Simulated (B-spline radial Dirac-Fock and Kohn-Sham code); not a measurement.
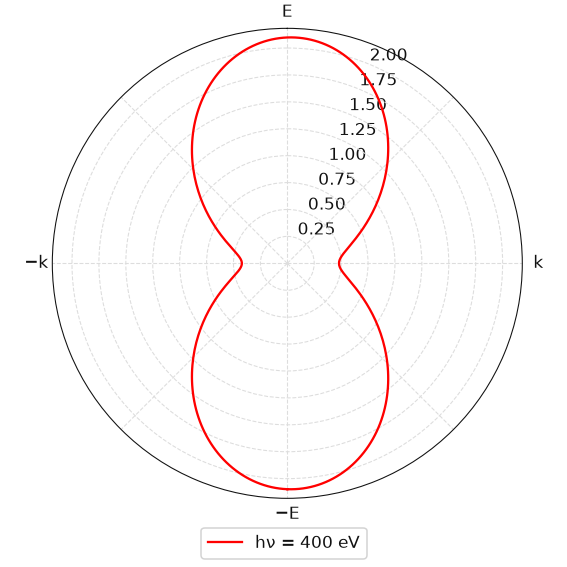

Angular distribution of photoelectrons from M5 (3d5/2) in the plane of the polarisation E (up) and the photon direction k (right), relative to an isotropic one. It refers to the ion Br⁵⁺. Computed with a B-spline radial code: a Dirac–Hartree–Slater potential; 1 + βP₂(cos θ) + (δ + γ cos²θ) sin θ cos φ with E1 and E1–E2 terms.

Q: What are β, γ and δ at 400 eV?

A: β = 1.098, γ = 0.055, δ = 0.029.

Q: Is the pattern at 400 eV symmetric between forward and backward?

A: No: 45° forward of E it is 1.1 times the value 45° backward, from the non-dipole terms.
